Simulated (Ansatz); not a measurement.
The structure below was relaxed with plane-wave PAW DFT at the r2SCAN level (Ansatz, a program for electronic structure, 500 eV), without spin-orbit coupling, earlier PAW set, at pressure −1 GPa.

```xyz
1
Lattice="0.0000 2.5147 2.5147 2.5147 0.0000 2.5147 2.5147 2.5147 0.0000" Properties=species:S:1:pos:R:3 pbc="T T T"
Pb     0.0000     0.0000     0.0000
```

Problem. Find the space group and the Wyckoff positions.

Solution. Space group Fm-3m (No. 225); a = 5.0293 Å, b = 5.0293 Å, c = 5.0293 Å, α = 90.00°, β = 90.00°, γ = 90.00°

```tsv
atom	site	symmetry	x	y	z
Pb	4a	m-3m	0.0000	0.0000	0.0000
```

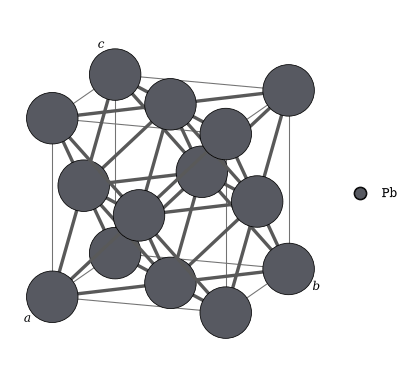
Fig. 1. The conventional cell

Load acts through the strain it causes; cell and atoms are relaxed under it. No phonon test of stability was made. The cell was made from Pb in the fcc (Cu type) structure (space group Fm-3m, No. 225) by this change: pressure −1 GPa.
